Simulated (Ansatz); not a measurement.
## RbCl: Cl on a Rb site (antisite)

The parent structure is a 16-atom supercell of RbCl in the rock salt structure (space group Fm-3m, No. 225; a = 6.6978 Å) at its relaxed geometry.

The change: one Rb atom is replaced by Cl, atoms relaxed at fixed cell, starting from a slightly rattled geometry.

Calculations: Kohn–Sham DFT with the PBE functional, run in Ansatz (a quantum-chemistry and plane-wave program) with PAW and 420 eV plane waves, no SOC. Settings: 3×3×3 k-points, 0.01 eV Fermi–Dirac smearing.

The pressure stays essentially unchanged (0.0 GPa against 0.1 GPa) and the largest displacement of a host atom from its site in the perfect cell is 1.42 Å. The shift of the substituted atom off its lattice site is 0.27 Å.

Final structure:

```
CELL_PARAMETERS angstrom
      0.00000     6.69782     6.69782
      6.69782     0.00000     6.69782
      6.69782     6.69782     0.00000
ATOMIC_POSITIONS crystal
  Cl 0.00042 0.00168 0.99987
  Cl 0.97778 0.97912 0.52250
  Cl 0.97785 0.52424 0.97722
  Cl 0.10396 0.39815 0.39636
  Cl 0.45322 0.04889 0.04709
  Cl 0.52312 0.97899 0.52246
  Cl 0.52302 0.52433 0.97728
  Cl 0.50043 0.50167 0.49987
  Cl 0.26757 0.23454 0.23274
  Rb 0.24658 0.25552 0.75255
  Rb 0.24652 0.75442 0.25378
  Rb 0.25036 0.75175 0.74993
  Rb 0.75036 0.25174 0.24994
  Rb 0.74770 0.25559 0.75259
  Rb 0.74778 0.75432 0.25373
  Rb 0.70838 0.79374 0.79194
```

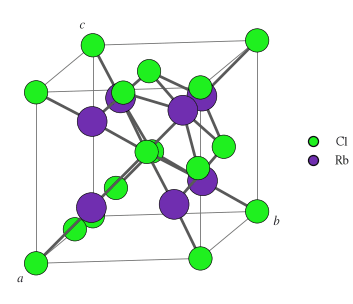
Fig. 1. The relaxed cell after the change

The magnetic state is the one reached from the starting moments; the real material's order can differ, and small cells can't hold many antiferromagnetic ones. In so small a cell the defect repeats every few ångströms: this is an ordered compound, not a dilute defect. Starting moments died away, wholly or in part, for Cl on a Rb site (antisite); another magnetic solution may exist. The defect cell is spin-polarised and ends with 0.0 μB.
